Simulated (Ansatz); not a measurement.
**C3H7In: density, localisation and related maps**

Input file:

```
crystal:
  periodic: [false, false, false]
  atoms:
    - { symbol: C, position_ang: [-0.9758, 0.9591, 0.3515] }
    - { symbol: C, position_ang: [0.0269, 0.1436, -0.3449] }
    - { symbol: C, position_ang: [1.1703, -0.1118, 0.5745] }
    - { symbol: In, position_ang: [0.8642, -2.0333, -1.5256] }
    - { symbol: H, position_ang: [-1.8659, 1.1686, -0.3783] }
    - { symbol: H, position_ang: [-0.594, 2.0013, 0.6315] }
    - { symbol: H, position_ang: [-1.3852, 0.4872, 1.2456] }
    - { symbol: H, position_ang: [0.427, 0.6735, -1.2707] }
    - { symbol: H, position_ang: [1.56575, 0.83174, 1.05984] }
    - { symbol: H, position_ang: [0.90278, -0.82862, 1.39068] }
    - { symbol: H, position_ang: [-0.5581, -1.9891, -0.7298] }
basis:
  gaussian: { orbitals: def2-SVP }
hamiltonian:
  xc: pbe0
  dispersion: d4
relax:
  f_tol: 0.015
  max_steps: 40
output:
  orbitals: {}
```

Run with:

```sh
ansatz run input.yaml --threads 2 --pin off --max-ram 3072MiB --backend cpu --events-out ev --progress --plain --runs-dir out
```

The fields are those of the run's last geometry, not of the input's.

Core potentials replace the inner electrons of In; at this geometry the atoms fall into two loosely joined parts.

These are results of RKS PBE0-D4/def2-SVP in Ansatz 0.2.0, not measurements.

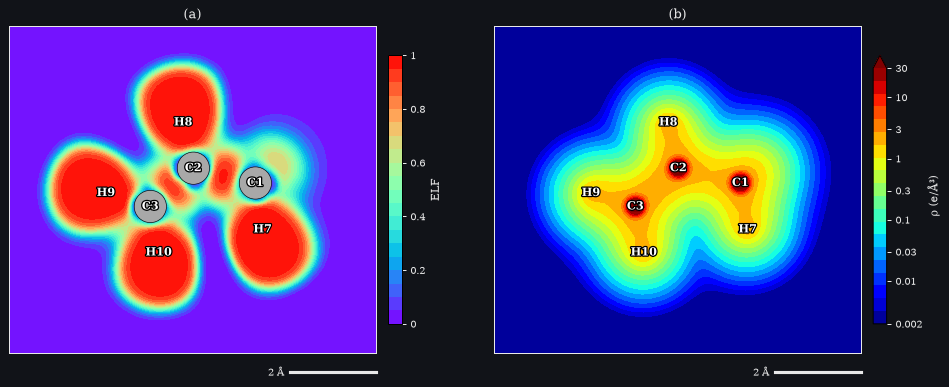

Figure 1. (a) electron localisation function; (b) electron density on the plane of atoms C1, C2 and H8. Grey discs cover the atomic cores in the ELF map.

Question: What does the map show?

Answer: The plane passes through C and H nuclei.
C–C (1.35 Å): ρ is about 2.2 e/Å³ halfway; the ELF peaks at about 0.95 between the atoms: a covalent bond.
C–H (1.09 Å): ρ at the midpoint is about 1.9 e/Å³; the ELF climbs to about 1 towards the hydrogen, as it does in any bond to H; a covalent bond by its length.
C–C (1.49 Å): ρ is about 1.7 e/Å³ halfway; the ELF peaks at about 0.95 between the atoms; a shared electron pair.

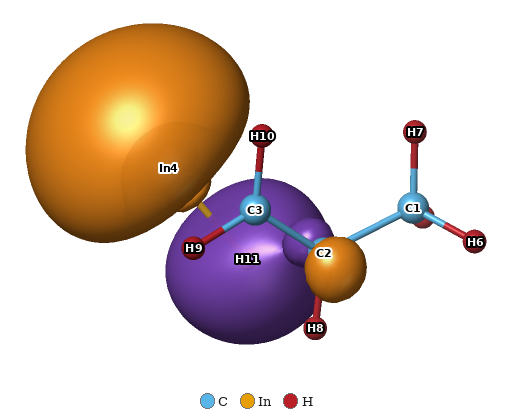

Figure 2. The HOMO at ±0.1 Å⁻³ᐟ² (orange and purple are the two phases), seen from one side.

Question: What is the character of this orbital?

Answer: By Hirshfeld shares it lies mainly on In4 (about 65 %) and H11 (about 30 %). Its energy is −5.32 eV.

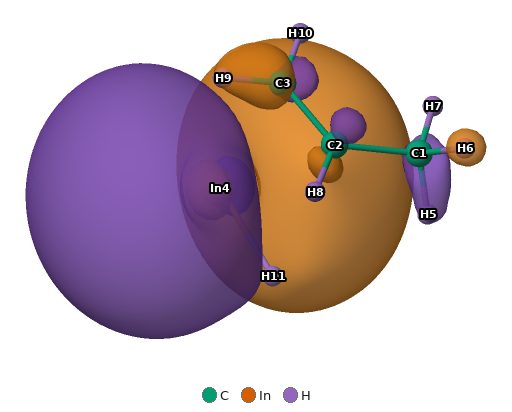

Figure 3. The LUMO at ±0.05 Å⁻³ᐟ² (orange and purple are the two phases), seen at an oblique angle.

Question: Where does this orbital lie, and at what energy?

Answer: It lies mainly on In4 (about 90 %). Its energy is −1.38 eV.
